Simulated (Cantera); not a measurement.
Input: 1 mol B2O3, 19 mol H2, equilibrated at 10.0 Torr.

Cantera equilibrium calculation (NASA polynomials, part measured and part estimated; ideal gas, pure solids and liquids). Candidate condensed phases: B, B2O3, B3O3H3, H2O; 23 gas species. Kinetics and transport are ignored.

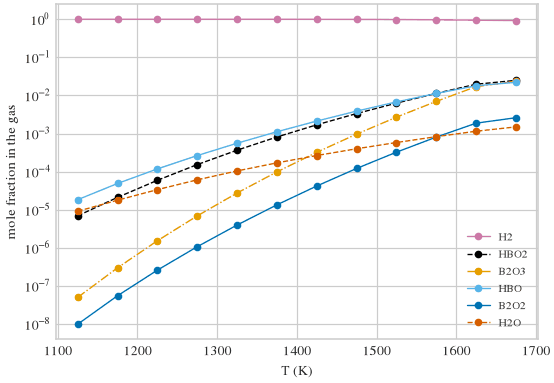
Figure: Equilibrium gas composition (values under 1e-9 drawn at 1e-9)

From 1125 K to 1625 K the condensed part is B2O3(l). At 1675 K nothing is condensed. The main B-bearing gas is HBO at 1125 K and B2O3 at 1675 K. The share of B in condensed phases is highest at 1125 K (100.0 %) and lowest at 1675 K (0.0 %).
